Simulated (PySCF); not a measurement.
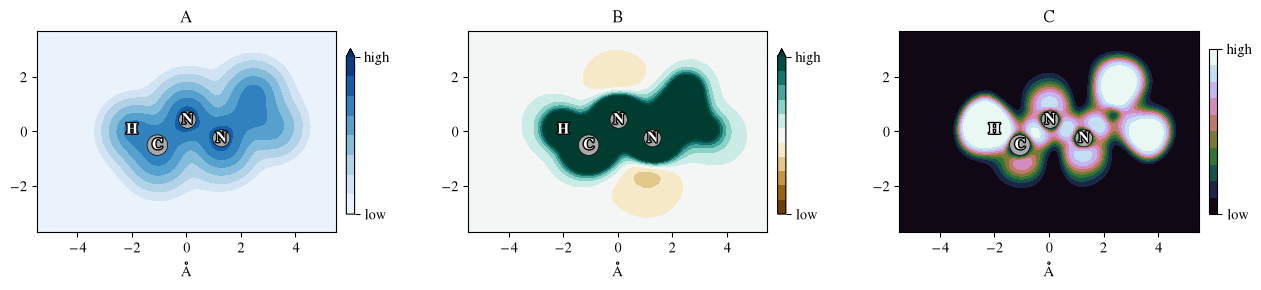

C₂H₈N₂ (SMILES CNNC): 3 fields on the plane of atoms N2, C1 and H6, with unlabelled colour scales. Grey discs cover the atomic cores.

Geometry: GFN2-xTB.

Theory: PBE0/pcSseg-1, SCF density, gas phase, non-relativistic in PySCF.

```xyz
12

C     1.8106   -0.1247   -0.1545
N     0.4198   -0.4961   -0.2810
N    -0.4213    0.4871    0.2947
C    -1.7890    0.3113   -0.1381
H     1.9456    0.8406   -0.6384
H     2.4135   -0.8717   -0.6667
H     2.1511   -0.0421    0.8890
H     0.2634   -1.4227    0.1318
H    -0.3714    0.4801    1.3198
H    -1.8066    0.3695   -1.2248
H    -2.3885    1.1200    0.2756
H    -2.2259   -0.6521    0.1666
```

Match the panels to the quantities (electron density, electron localisation function and electrostatic potential).

Panel A: electron density. Panel B: electrostatic potential (strongly positive close to the atoms, with negative regions outside electron-rich atoms). Panel C: electron localisation function. From the grid: N–N (1.42 Å): ρ at the midpoint is about 2.2 e/Å³; the ELF peaks at about 0.90 between the atoms (a shared electron pair). C–N (1.45 Å): ρ at the midpoint is about 2 e/Å³; the ELF peaks at about 0.95 between the atoms; a covalent bond.
